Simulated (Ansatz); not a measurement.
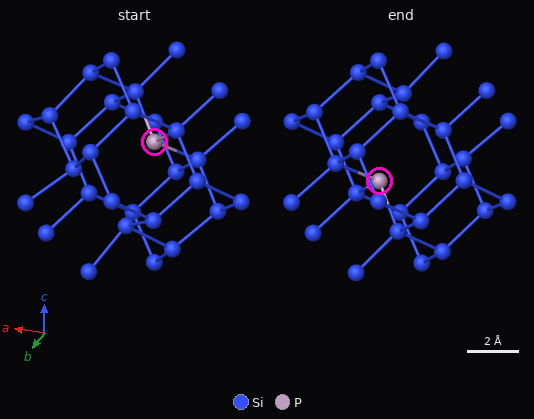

The two relaxed end points of a path for Si with a Si vacancy (63 atoms in the cell). Style: ball-and-stick. Shown: the atoms within 5.3 Å of the middle of the path, from a free direction. The moving atom is ringed, with any periodic copies. Bonds to atoms that aren't drawn are left out.

Computed with Ansatz, DFT PBE-D3(BJ), scalar-relativistic, plane waves, PAW.

Set-up: plane-wave cutoff 420 eV; k-point mesh 1 × 1 × 1; Gaussian smearing 0.05 eV; spin collinear; 5 movable images; climbing image; force threshold 0.05 eV/Å; iteration limit 29; starting path by image-dependent pair potential.

> Predict the minimum-energy path and its barrier.

Forward barrier 1.18 eV, backward barrier 1.11 eV, with image 3 at the top; the reaction energy is +0.07 eV. It is a vacancy jump: a nearby atom moves into the empty site and leaves its own site empty. The P atom travels furthest, 2.29 Å from end to end, along [1 1 −1], on a path that bends up to 0.40 Å away from the straight line. At the highest image its nearest neighbour (Si) is 2.43 Å away, against 2.29 Å at the start, and the surrounding atoms stand up to 0.37 Å off the mean of their end positions. Breaking: 3 P–Si (2.29–2.30 → 3.73 Å). Forming: 3 P–Si (3.68–3.86 → 2.30 Å). The band is converged.

Energies of the converged images:

```tsv
image	path (Å)	E (eV)
0	0.00	0.000
1	0.61	0.149
2	1.23	0.817
3	1.84	1.180
4	2.40	0.876
5	2.97	0.274
6	3.53	0.066
```

The geometry at the top of the path:

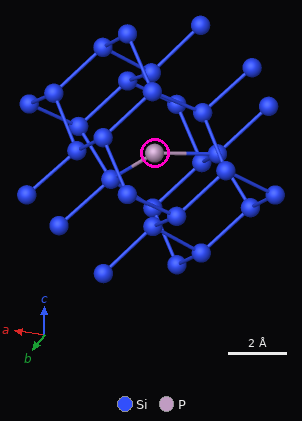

The run took 32 min on 4 threads of Intel(R) Xeon(R) Platinum 8259CL CPU @ 2.50GHz (Skylake/Cascade Lake), with other jobs on the host, peak memory 6.5 GiB.

PAW datasets: the set soft_1.
